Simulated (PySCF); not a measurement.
# H2O2 (hydrogen peroxide) at SVWN5/def2-TZVPP

What is the vertical ionisation energy of H2O2 (hydrogen peroxide) at SVWN5/def2-TZVPP? The job is set up through a Python script.

The results are computed with PySCF 2.14.0.

3 further runs of the same task are left out: 3 set aside as unsound or not needed.

**1. The molecule**

The species is H2O2 (4 atoms), meant as a singlet with charge 0. As SMILES, `OO`. Geometry: relaxed at PBE0-D4/def2-TZVP.

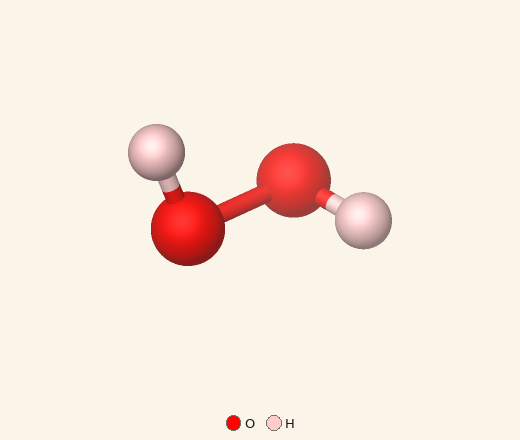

Viewed from a chosen angle; oxygen red, hydrogen pink.

**2. The energy at SVWN5/def2-TZVPP**

Contents of job.py:

```python
# OO
from pyscf import gto, dft

mol = gto.Mole()
mol.atom = 'O -0.486800 -0.581100 0.030600; O 0.048300 0.728400 0.206900; H 0.186400 -1.117000 0.467400; H 0.252100 0.969800 -0.704900'
mol.verbose = 3
mol.basis = 'def2-tzvpp'
mol.max_memory = 1860
mol.build()

mf = dft.RKS(mol, xc='svwn')
mf.grids.level = 5
mf.conv_tol = 1e-10
mf.kernel()
if not mf.converged:
    mf = mf.newton().run(mf.mo_coeff, mf.mo_occ)

e_tot = mf.e_tot
print(f'total energy: {e_tot:.8f} hartree')
```

Run with:

```sh
$ OMP_NUM_THREADS=1 python job.py
```

The log of the run:

```text
converged SCF energy = -150.540387296474
total energy: -150.54038730 hartree
```

Run time: 4.5 s. Hardware: 1 thread of Arm Neoverse V2, shared host; peak memory 0.3 GiB.

**3. The doublet cation, same level**

Contents of run.py:

```python
from pyscf import gto, dft

mol = gto.Mole()
mol.atom = 'O -0.486800 -0.581100 0.030600; O 0.048300 0.728400 0.206900; H 0.186400 -1.117000 0.467400; H 0.252100 0.969800 -0.704900'
mol.basis = 'def2-tzvpp'
mol.charge = 1
mol.verbose = 4
mol.spin = 1
mol.max_memory = 1860
mol.build()

calc0 = dft.UKS(mol, xc='svwn')
calc0.grids.level = 5
calc0.conv_tol = 1e-10
calc0.kernel()
if not calc0.converged:
    calc0 = calc0.newton().run(calc0.mo_coeff, calc0.mo_occ)

e_final = calc0.e_tot
print('E(%s) = %.9f' % ('SVWN5', e_final))
```

Run with:

```sh
$ OMP_NUM_THREADS=1 python run.py
```

The log of the run:

```text
PySCF version 2.14.0

[INPUT] num. atoms = 4
[INPUT] num. electrons = 17
[INPUT] charge = 1
[INPUT] spin (= nelec alpha-beta = 2S) = 1
[INPUT] symmetry False subgroup None
[INPUT] Mole.unit = angstrom
[INPUT] Symbol           X                Y                Z      unit          X                Y                Z       unit  Magmom
[INPUT]  1 O     -0.486800000000  -0.581100000000   0.030600000000 AA   -0.919918677438  -1.098119850985   0.057825619412 Bohr   0.0
[INPUT]  2 O      0.048300000000   0.728400000000   0.206900000000 AA    0.091273771816   1.376476509133   0.390984335173 Bohr   0.0
[INPUT]  3 H      0.186400000000  -1.117000000000   0.467400000000 AA    0.352244949619  -2.110824081139   0.883257990622 Bohr   0.0
[INPUT]  4 H      0.252100000000   0.969800000000  -0.704900000000 AA    0.476399956003   1.832656395603  -1.332067945206 Bohr   0.0

nuclear repulsion = 37.2831187913281
number of shells = 34
number of NR pGTOs = 124
number of NR cGTOs = 90
basis = def2-tzvpp
ecp = {}

******** <class 'pyscf.dft.uks.UKS'> ********
method = UKS
initial guess = minao
damping factor = 0
level_shift factor = 0
DIIS = <class 'pyscf.scf.diis.CDIIS'>
diis_start_cycle = 1
diis_space = 8
diis_damp = 0
SCF conv_tol = 1e-10
SCF conv_tol_grad = None
SCF max_cycles = 50
direct_scf = True
direct_scf_tol = 1e-13
number electrons alpha = 9  beta = 8
XC library pyscf.dft.libxc version 7.0.0
    S. Lehtola, C. Steigemann, M. J.T. Oliveira, and M. A.L. Marques.,  SoftwareX 7, 1–5 (2018)
XC functionals = svwn
    P. A. M. Dirac.,  Math. Proc. Cambridge Philos. Soc. 26, 376 (1930)
    F. Bloch.,  Z. Phys. 57, 545 (1929)
    S. H. Vosko, L. Wilk, and M. Nusair.,  Can. J. Phys. 58, 1200 (1980)
radial grids:
    Treutler-Ahlrichs [JCP 102, 346 (1995); DOI:10.1063/1.469408] (M4) radial grids

becke partition: Becke, JCP 88, 2547 (1988); DOI:10.1063/1.454033
pruning grids: <function nwchem_prune>
grids dens level: 5
symmetrized grids: False
atomic radii adjust function: <function treutler_atomic_radii_adjust>
small_rho_cutoff = 0
Set gradient conv threshold to 1e-05
tot grids = 133040
init E= -150.654223374051
[... the frontier-level lines of each cycle are left out ...]

cycle= 1 E= -150.104000324692  delta_E= 0.55  |g|= 0.214  |ddm|= 1.06
cycle= 2 E= -150.116805952728  delta_E= -0.0128  |g|= 0.124  |ddm|= 0.246
cycle= 3 E= -150.121986129373  delta_E= -0.00518  |g|= 0.026  |ddm|= 0.075
cycle= 4 E= -150.122194020706  delta_E= -0.000208  |g|= 0.0104  |ddm|= 0.0177
cycle= 5 E= -150.122228362483  delta_E= -3.43e-05  |g|= 0.0032  |ddm|= 0.00669
cycle= 6 E= -150.122197406878  delta_E= 3.1e-05  |g|= 0.00949  |ddm|= 0.0078
cycle= 7 E= -150.122232069856  delta_E= -3.47e-05  |g|= 0.000312  |ddm|= 0.00631
cycle= 8 E= -150.122232110016  delta_E= -4.02e-08  |g|= 3.77e-05  |ddm|= 0.000232
cycle= 9 E= -150.122232110692  delta_E= -6.76e-10  |g|= 1.4e-05  |ddm|= 4.01e-05
cycle= 10 E= -150.122232110768  delta_E= -7.6e-11  |g|= 2.12e-06  |ddm|= 1.06e-05
Extra cycle  E= -150.122232110768  delta_E= -2.56e-13  |g|= 1.7e-06  |ddm|= 2.09e-06
converged SCF energy = -150.122232110768  <S^2> = 0.75138795  2S+1 = 2.0013875
E(SVWN5) = -150.122232111
```

It took 8.4 s on 1 thread of Arm Neoverse V2, shared host; peak memory 0.3 GiB.

**4. What came out**

Level: SVWN5/def2-TZVPP.

| quantity | value |
| --- | --- |
| singlet H2O2: total energy | -150.54039 Eh |
| singlet H2O2: dipole moment | 1.82 D |
| singlet H2O2: HOMO energy | -6.36 eV |
| singlet H2O2: LUMO energy | -0.97 eV |
| singlet H2O2: HOMO–LUMO gap | 5.39 eV |
| doublet cation: total energy | -150.12223 Eh |
| doublet cation: HOMO energy (highest over α and β) | -17.50 eV |
| doublet cation: LUMO energy (lowest over α and β) | -16.51 eV |
| doublet cation: ⟨S²⟩ | 0.751 |
| vertical ionisation energy (to the doublet cation) | 11.379 eV |

In words: Removing an electron at fixed nuclei costs 11.38 eV (1098 kJ/mol). −ε(HOMO) before ionisation, 6.36 eV, is 5.02 eV below this ionisation energy. Mulliken charges (singlet H2O2) run from -0.21 on O1 to +0.21 on H3; they depend strongly on the basis. Mulliken charges (doublet cation) run from +0.18 on O1 to +0.32 on H3.
